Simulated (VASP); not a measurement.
Band structure of SiC (wurtzite). Method: revPBE GGA, VASP's PBE PAW potentials (set 64) (plane waves; VASP 6.6.1).

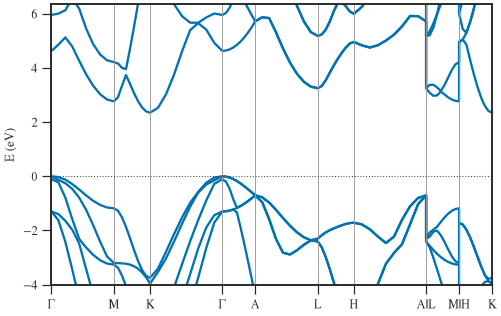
*Bands along high-symmetry lines, zero at the valence-band maximum or, without a gap, the Fermi level*

Q: Read the plot: is there a gap, and where are the band edges?

A: The gap is indirect, 2.35 eV, from the valence maximum at Γ to the conduction minimum at K. (Edges off the drawn lines would not show.)

Measured: gap 3.33 eV (computed value off by -0.98 eV), as given by Daiki Deguchi et al., Japanese Journal of Applied Physics (2016), arXiv:1512.06930.

The compound is SiC in the wurtzite structure, the rare 2H polytype. It was relaxed first.
